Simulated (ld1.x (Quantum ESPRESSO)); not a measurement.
* Element: Ta (Z = 73)
* Generator: ld1.x (Quantum ESPRESSO) 7.5
* Type: norm-conserving Troullier–Martins (Kleinman–Bylander form)
* Functional: PBE
* Relativity: scalar-relativistic
* Frozen core: [Kr] 4d10 4f14 5s2
* Valence charge: 11
* Reference configuration: 5p6 5d3 6s2 6p0
* Partial waves: 6s (bound): rc 2.25 bohr; 5d (bound): rc 1.60 bohr; 5p (bound): rc 1.65 bohr
* Local potential: the p channel
* Core correction: a·sin(br)/r model core inside 0.75 bohr

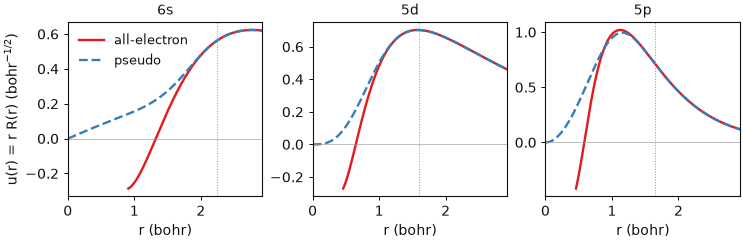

All-electron valence functions (solid) with their pseudo partners (dashed). Dotted lines mark the matching radii. The all-electron curves start outside the innermost oscillations, which aren't drawn.

Pseudo-waves: 6s has no node; 5d has no node; 5p has no node.

- Cutoffs needed: 45 Ry and 80 Ry (the cutoffs, on a coarse ladder, from which the occupation-weighted sum of valence levels, in a spherical-Bessel basis at the reference potential, stays within 10 and 1 mRy of its value at 400 Ry)
- Ghost test: ghost state below the valence levels: s at -19.8 eV (spherical-Bessel basis up to 400 Ry, 20 bohr box)
- Largest excitation error: -309 meV (all-electron minus pseudo) for 5p5 5d3 6s2 6p0, out of 7 test configurations
